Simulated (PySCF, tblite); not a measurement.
# C₃H₁₁BSi₂: geometry, infrared bands and NMR shifts

Aim: predict the infrared bands and NMR shifts of C₃H₁₁BSi₂ (`[SiH3]BC1C[SiH2]C1`).

Computed with tblite 0.8.0 and PySCF 2.14.0, with density-fitted response routines of our own, on a single molecule in the gas phase. Atoms count from 0, in the outputs and in this text.

## 1. Starting geometry

17 atoms, charge 0, multiplicity 1; geometry from: force field or distance geometry start.

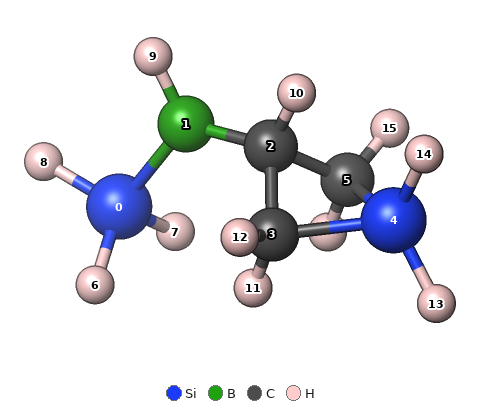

As it starts; silicon blue, boron green, carbon dark grey, hydrogen pink, atoms numbered.

## 2. Relaxing the molecule with GFN2-xTB

What the job is given:

```
{"job": {"kind": "relax", "xc": "GFN2-xTB", "basis": "xTB"}, "charge": 0, "multiplicity": 1}
Si     2.554400    -0.370700     0.589600
B      1.262600     0.880800    -0.161500
C     -0.275600     0.661000    -0.173000
C     -0.739400    -0.756200    -0.459400
Si    -2.390800    -0.219300     0.254100
C     -0.965100     0.506100     1.177300
H      2.431100    -1.717700     0.060700
H      2.304300    -0.407600     2.051100
H      3.910200     0.181700     0.425700
H      1.678700     1.757700    -0.830600
H     -0.865400     1.424900    -0.754200
H     -0.214600    -1.495500     0.213100
H     -0.768200    -1.041300    -1.516700
H     -3.076200    -1.340100     0.839800
H     -3.159300     0.705800    -0.579600
H     -1.256100     1.461600     1.676400
H     -0.437400    -0.219200     1.826800
```

Launch:

```
$ OMP_NUM_THREADS=1 python probes_run.py task.json out
```

This one command runs all jobs of the session in turn.

Log:

```text
step      E/eV     max force
  0    -452.27764    3.429
  1    -452.54908    1.268
  2    -452.72355    1.430
  3    -452.94527    0.875
  4    -453.00190    0.459
  5    -453.04026    0.420
  6    -453.06647    0.461
  7    -453.09293    0.443
  8    -453.11498    0.360
  9    -453.13018    0.348
 10    -453.14409    0.352
 11    -453.16231    0.334
 12    -453.18051    0.411
 13    -453.19404    0.307
 14    -453.20311    0.218
 15    -453.21028    0.202
 16    -453.21895    0.298
 17    -453.22995    0.314
 18    -453.24033    0.248
 19    -453.24955    0.220
 20    -453.25858    0.257
 21    -453.26688    0.230
 22    -453.27465    0.220
 23    -453.28201    0.204
 24    -453.28856    0.185
 25    -453.29494    0.215
 26    -453.30107    0.193
 27    -453.30610    0.180
 28    -453.31059    0.173
 29    -453.31491    0.164
 30    -453.31934    0.165
 31    -453.32419    0.176
 32    -453.32894    0.166
 33    -453.33306    0.155
 34    -453.33682    0.167
 35    -453.34087    0.174
 36    -453.34534    0.177
 37    -453.34924    0.150
 38    -453.35165    0.133
 39    -453.35303    0.104
 40    -453.35459    0.111
 41    -453.35695    0.125
 42    -453.36135    0.166
 43    -453.36449    0.130
 44    -453.36783    0.165
 45    -453.37075    0.192
 46    -453.37360    0.164
 47    -453.37715    0.137
 48    -453.38045    0.218
 49    -453.38470    0.207
 50    -453.38936    0.177
 51    -453.39397    0.175
 52    -453.39762    0.160
 53    -453.40109    0.126
 54    -453.40406    0.136
 55    -453.40625    0.104
 56    -453.40779    0.087
 57    -453.40952    0.106
 58    -453.41179    0.154
 59    -453.41430    0.152
 60    -453.41663    0.111
 61    -453.41851    0.104
 62    -453.42037    0.106
 63    -453.42246    0.114
 64    -453.42459    0.125
 65    -453.42647    0.122
 66    -453.42791    0.127
 67    -453.42990    0.161
 68    -453.43234    0.125
 69    -453.43543    0.133
 70    -453.43688    0.133
 71    -453.43839    0.084
 72    -453.43914    0.050
 73    -453.43957    0.049
 74    -453.44005    0.047
 75    -453.44056    0.055
 76    -453.44107    0.045
 77    -453.44147    0.048
 78    -453.44195    0.050
 79    -453.44239    0.046
 80    -453.44278    0.039
 81    -453.44310    0.039
 82    -453.44337    0.038
 83    -453.44364    0.037
 84    -453.44390    0.038
 85    -453.44417    0.052
 86    -453.44443    0.056
 87    -453.44465    0.044
 88    -453.44481    0.032
 89    -453.44492    0.018
 90    -453.44499    0.019
 91    -453.44507    0.021
 92    -453.44515    0.021
 93    -453.44526    0.021
 94    -453.44538    0.023
 95    -453.44549    0.019
 96    -453.44557    0.017
 97    -453.44562    0.015
 98    -453.44567    0.014
 99    -453.44573    0.018
100    -453.44581    0.021
101    -453.44588    0.017
102    -453.44592    0.014
103    -453.44595    0.014
104    -453.44598    0.013
105    -453.44601    0.014
106    -453.44606    0.013
107    -453.44609    0.011
108    -453.44612    0.010
109    -453.44613    0.011
110    -453.44615    0.010
111    -453.44618    0.012
112    -453.44620    0.010
113    -453.44622    0.006
```

It took 2.7 s on 1 thread of Intel Xeon at 2.50GHz, shared host; peak memory 0.18 GiB.

Relaxation path: (not every step is listed)

```csv
step,energy from step 0 (eV),largest force (eV/Å)
0,0.0000,3.4289
1,-0.2714,1.2681
2,-0.4459,1.4303
3,-0.6676,0.8750
4,-0.7243,0.4589
5,-0.7626,0.4203
6,-0.7888,0.4614
7,-0.8153,0.4428
8,-0.8373,0.3598
18,-0.9627,0.2476
28,-1.0329,0.1727
38,-1.0740,0.1333
48,-1.1028,0.2176
58,-1.1341,0.1544
68,-1.1547,0.1248
78,-1.1643,0.0495
88,-1.1672,0.0321
98,-1.1680,0.0145
108,-1.1685,0.0100
109,-1.1685,0.0112
110,-1.1685,0.0100
111,-1.1685,0.0119
112,-1.1686,0.0098
113,-1.1686,0.0060
```

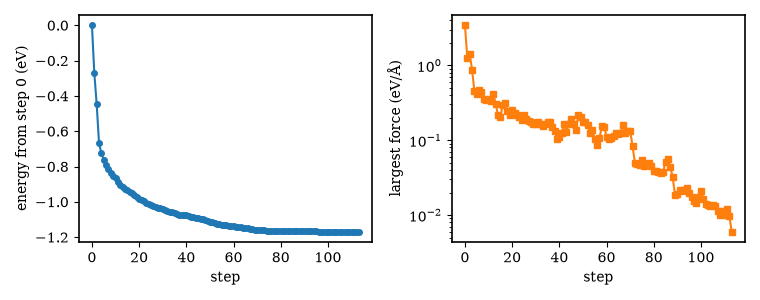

Energy and largest force along the relaxation.

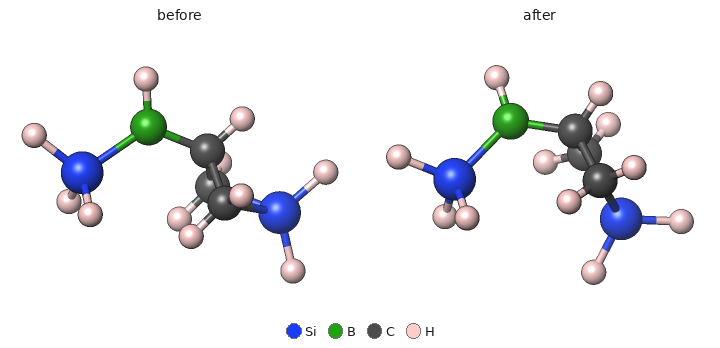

The geometry before (left) and after (right).

Close pairs (by a distance rule), those that changed most:

```csv
bond,before (Å),after (Å),change (Å)
Si4–C5,1.847,1.913,+0.066
C2–C5,1.524,1.573,+0.049
C3–H11,1.129,1.088,-0.041
C2–H10,1.127,1.092,-0.035
C2–C3,1.518,1.549,+0.030
C5–H15,1.117,1.088,-0.029
C3–Si4,1.877,1.904,+0.027
Si4–H13,1.438,1.463,+0.024
```

The final coordinates are the input of the step that follows.

## 3. Infrared spectrum with GFN2-xTB

What the job is given:

```
{"job": {"kind": "ir", "xc": "GFN2-xTB", "basis": "xTB"}, "charge": 0, "multiplicity": 1}
Si     2.247605    -0.630717     0.789950
B      1.241906     0.881112     0.048400
C     -0.212655     0.770113    -0.496801
C     -0.817070    -0.593303    -0.914904
Si    -1.971728    -0.609027     0.599101
C     -0.976075     1.003088     0.859122
H      2.070910    -1.935233     0.126496
H      1.901831    -0.894985     2.200626
H      3.706801    -0.434209     0.797162
H      1.679471     1.972221     0.119195
H     -0.507340     1.541813    -1.210641
H     -0.078591    -1.391148    -0.952157
H     -1.297446    -0.556869    -1.891255
H     -1.765573    -1.648748     1.606904
H     -3.399457    -0.398624     0.344026
H     -1.510364     1.950057     0.883325
H     -0.319223     0.986489     1.731003
```

Log:

```text
mode    cm-1     km/mol
  1     -63.2      0.05
  2      26.2      0.36
  3     116.1      1.28
  4     171.2     19.11
  5     182.4      4.14
  6     387.8      8.50
  7     426.0     47.84
  8     432.1     34.55
  9     456.7      5.62
 10     501.4     20.78
 11     513.4     59.32
 12     618.1    144.54
 13     661.5      2.02
 14     669.6     14.11
 15     694.0     15.71
 16     721.4    112.99
 17     764.7    152.09
 18     776.0    162.70
 19     807.4     28.18
 20     818.9    185.39
 21     830.0    359.55
 22     853.9    292.60
 23     874.7      1.18
 24     943.4     21.48
 25     991.5      9.49
 26    1033.4      0.48
 27    1099.1      7.04
 28    1160.9     20.79
 29    1169.2      9.82
 30    1191.7      6.60
 31    1231.3      5.86
 32    1301.5      2.88
 33    1473.1      4.20
 34    1476.1      2.26
 35    2151.4    360.00
 36    2170.1    383.84
 37    2193.3    344.49
 38    2242.9    410.10
 39    2268.1    283.02
 40    2583.9    152.63
 41    2949.7     12.97
 42    2955.2     67.79
 43    2996.8     50.81
 44    3006.4     50.57
 45    3014.2     16.90
```

It took 3.2 s on 1 thread of Intel Xeon at 2.50GHz, shared host; peak memory 0.18 GiB.

The strongest bands and the atoms that carry them (share of the mass-weighted mode):

```csv
cm⁻¹,km/mol,atoms
819,185.4,"H7 52 %, H8 34 %"
830,359.6,"H7 40 %, H6 35 %, H8 11 %"
854,292.6,"H6 47 %, H8 45 %"
2151,360.0,H7 92 %
2170,383.8,H6 85 %
2193,344.5,H8 88 %
2243,410.1,H14 94 %
2268,283.0,H13 95 %
```

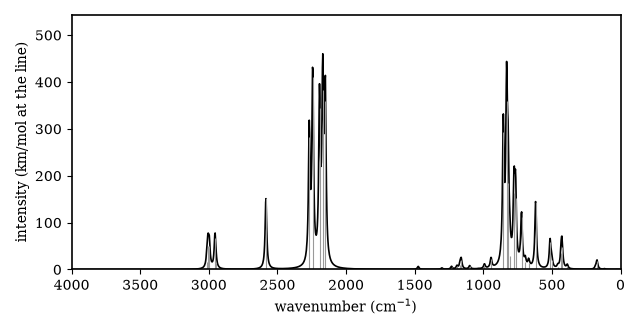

The infrared spectrum from these modes, unscaled. Lines are broadened to a width of 14 cm⁻¹ (Lorentzian).

## 4. NMR shieldings: PBE0/pcSseg-1

Same as in step 3 but for these lines:

```diff
@@ -1,2 +1,2 @@
-{"job": {"kind": "ir", "xc": "GFN2-xTB", "basis": "xTB"}, "charge": 0, "multiplicity": 1}
+{"job": {"kind": "nmr", "xc": "PBE0", "basis": "pcSseg-1"}, "charge": 0, "multiplicity": 1}
 Si     2.247605    -0.630717     0.789950
```

Method: GIAO PBE0/pcSseg-1 NMR shielding, non-relativistic, gas phase.

Log:

```text
coarse grid: 14416 points
cycle   1  E = -724.1609263863  dE =  3.516e-01  |g| = 3.910e-01  |ddm| = 3.601e+00
cycle   2  E = -724.1322380498  dE =  2.869e-02  |g| = 5.091e-01  |ddm| = 8.952e-01
cycle   3  E = -724.2030294098  dE = -7.079e-02  |g| = 4.952e-02  |ddm| = 5.919e-01
cycle   4  E = -724.2036153622  dE = -5.860e-04  |g| = 1.618e-02  |ddm| = 6.955e-02
cycle   5  E = -724.2036795050  dE = -6.414e-05  |g| = 5.475e-03  |ddm| = 2.176e-02
cycle   6  E = -724.2036874829  dE = -7.978e-06  |g| = 1.235e-03  |ddm| = 6.554e-03
final grid: 127776 points
cycle   7  E = -724.2371399218  dE = -2.989e-05  |g| = 7.283e-03  |ddm| = 2.881e-02
cycle   8  E = -724.2371270818  dE =  1.284e-05  |g| = 1.004e-02  |ddm| = 1.753e-02
cycle   9  E = -724.2371542005  dE = -2.712e-05  |g| = 5.012e-04  |ddm| = 1.052e-02
cycle  10  E = -724.2371542582  dE = -5.761e-08  |g| = 1.790e-04  |ddm| = 6.874e-04
cycle  11  E = -724.2371542668  dE = -8.603e-09  |g| = 4.884e-05  |ddm| = 2.252e-04
cycle  12  E = -724.2371542674  dE = -5.978e-10  |g| = 1.593e-05  |ddm| = 6.122e-05
converged SCF energy = -724.2371542674

GIAO shielding tensors (ppm)
atom      isotropic    diamagn.    paramagn.     s11        s22        s33       span
  0 Si     478.083     880.413    -402.329    447.667    491.129    495.454     47.788
  1 B       20.234     194.584    -174.349    -66.173     -6.711    133.587    199.760
  2 C      149.723     252.731    -103.008    121.535    146.177    181.459     59.924
  3 C      173.695     251.287     -77.591    158.996    161.848    200.243     41.247
  4 Si     384.086     879.943    -495.857    343.804    380.024    428.429     84.625
  5 C      190.179     255.666     -65.487    155.583    197.944    217.009     61.426
  6 H       28.046      29.123      -1.077     24.097     27.871     32.168      8.071
  7 H       27.955      28.779      -0.824     24.690     26.888     32.288      7.598
  8 H       28.237      28.635      -0.398     24.803     25.862     34.046      9.244
  9 H       23.736      30.338      -6.601     17.532     26.330     27.347      9.815
 10 H       27.894      32.906      -5.012     23.509     26.768     33.405      9.896
 11 H       29.629      31.970      -2.341     24.952     28.954     34.982     10.030
 12 H       29.882      30.885      -1.003     25.979     27.380     36.287     10.308
 13 H       26.859      29.184      -2.325     23.893     25.123     31.561      7.667
 14 H       26.643      29.071      -2.428     24.021     24.342     31.567      7.546
 15 H       30.928      30.995      -0.066     26.171     26.960     39.654     13.482
 16 H       31.386      32.217      -0.831     27.795     30.212     36.151      8.356
```

It took 68 s on 1 thread of Intel Xeon at 2.50GHz, shared host; peak memory 0.78 GiB.

The references, computed at this level on geometries of the same kind, shield at (ppm): ¹H TMS 31.72, ¹³C TMS 186.9, ²⁹Si TMS 349.2, ¹¹B BF3·OEt2 100.1. Their shielding less the atom's gives the shift. The references are single molecules in the gas phase. Atoms listed in one row are averaged.

```csv
atoms,environment,σ (ppm),δ (ppm),δ scaled to CDCl3
C2,sp3 CH bonded to B,149.7,37.2,34.4
"C3, C5",sp3 CH2 bonded to Si,181.9,5.0,3.0
H9,"hydrogen on a boron bonded to C, Si",23.74,7.98,–
H14,"hydrogen on a silicon bonded to 2 C, in a 4-membered ring",26.64,5.07,–
H13,"hydrogen on a silicon bonded to 2 C, in a 4-membered ring",26.86,4.86,–
H10,hydrogen on an sp3 CH bonded to B,27.89,3.82,3.71
"H6, H7, H8",hydrogen on a silicon bonded to B,28.08,3.64,–
"H12, H15",hydrogen on an sp3 CH2 bonded to Si,30.41,1.31,1.34
"H11, H16",hydrogen on an sp3 CH2 bonded to Si,30.51,1.21,1.25
Si4,"silicon bonded to 2 C, 2 H, in a 4-membered ring",384.1,-34.9,–
Si0,"silicon bonded to B, 3 H",478.1,-128.9,–
B1,"boron bonded to C, Si, H",20.2,79.8,–
```

The scaled column applies a straight-line fit of computed shieldings to shifts measured in CDCl3 (root-mean-square error 0.16 ppm for H, 1.9 ppm for C).

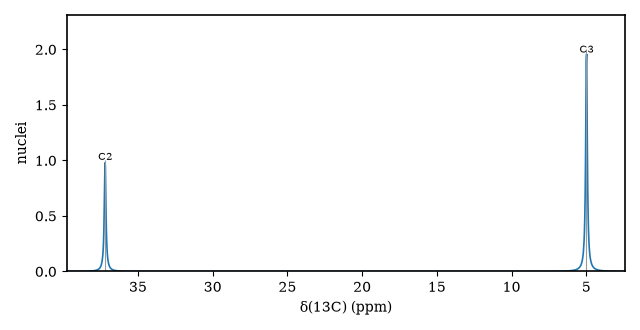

¹³C lines at the computed shifts, without couplings. Lines are broadened to a width of 0.13 ppm (Lorentzian).

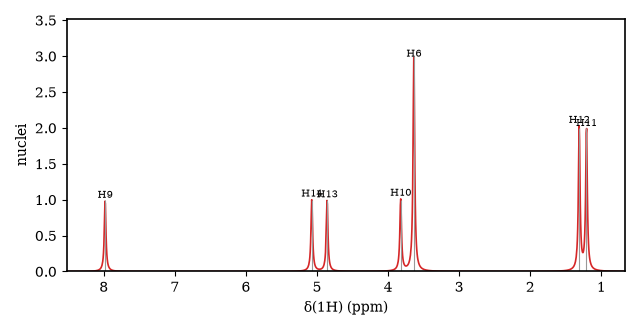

¹H lines at the computed shifts, without couplings. Lines are broadened to a width of 0.03 ppm (Lorentzian).

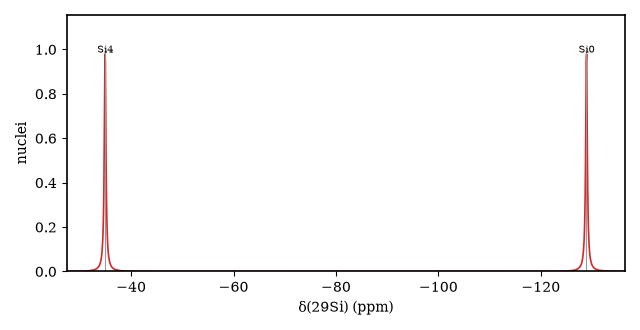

²⁹Si lines at the computed shifts, without couplings. Lines are broadened to a width of 0.38 ppm (Lorentzian).

The run also stored atomic charges by several schemes (e):

```csv
atoms,Mulliken,IAO,Hirshfeld,ESP fit
Si0,0.28,0.40,0.22,0.27
B1,0.00,-0.11,0.08,0.13
C2,-0.42,-0.22,-0.10,0.02
"C3, C5",-0.48,-0.53,-0.15,-0.35
Si4,0.64,0.75,0.36,0.47
```

ESP fit charges:

Si0 0.27; B1 0.13; C2 0.02; C3 -0.33; Si4 0.47; C5 -0.38; H6 -0.10; H7 -0.10; H8 -0.11; H9 -0.11; H10 0.06; H11 0.06; H12 0.09; H13 -0.11; H14 -0.11; H15 0.12; H16 0.11

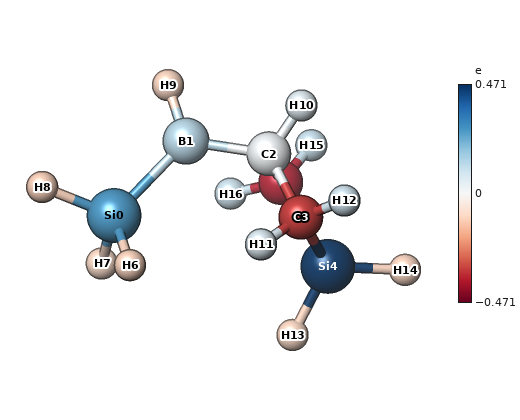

ESP fit charges, as colours on the atoms.

Mayer bond orders: Si0–B1 0.96, B1–C2 0.98, C2–C3 0.98, C3–Si4 0.95, Si4–C5 0.89, C5–C2 0.93.

Ring of atoms C2, C3, Si4, C5: NICS(0) 1.4, NICS(1) 0.2, NICS(1)zz 5.2 ppm (means of both faces).

## 5. What came out

```
                                                               quantity                                         value
                              strongest single infrared mode (GFN2-xTB)                         2243 cm⁻¹, 410 km/mol
                                           zero-point energy (GFN2-xTB)                                 77.1 kcal/mol
¹³C shifts against TMS (PBE0/pcSseg-1, means over atoms taken as alike)                                 37.2, 5.0 ppm
 ¹H shifts against TMS (PBE0/pcSseg-1, means over atoms taken as alike)  7.98, 5.07, 4.86, 3.82, 3.64, 1.31, 1.21 ppm
                                ²⁹Si shifts against TMS (PBE0/pcSseg-1)                             -34.9, -128.9 ppm
                            ¹¹B shifts against BF3·OEt2 (PBE0/pcSseg-1)                                      79.8 ppm
```

**Reading.** Over 113 steps the energy fell by 1.169 eV; of the close pairs, Si4–C5 changed most, 1.847 to 1.913 Å. The lowest mode is imaginary (63i cm⁻¹), so the xTB geometry is not a minimum. The strongest single mode, at 2243 cm⁻¹, moves mainly H14. Unscaled tight-binding wavenumbers are off by several per cent, some by more. Its intensities can rank the bands wrongly. At PBE0/pcSseg-1: The widest tensor belongs to B1: span 200 ppm, with a paramagnetic part of -174 ppm.
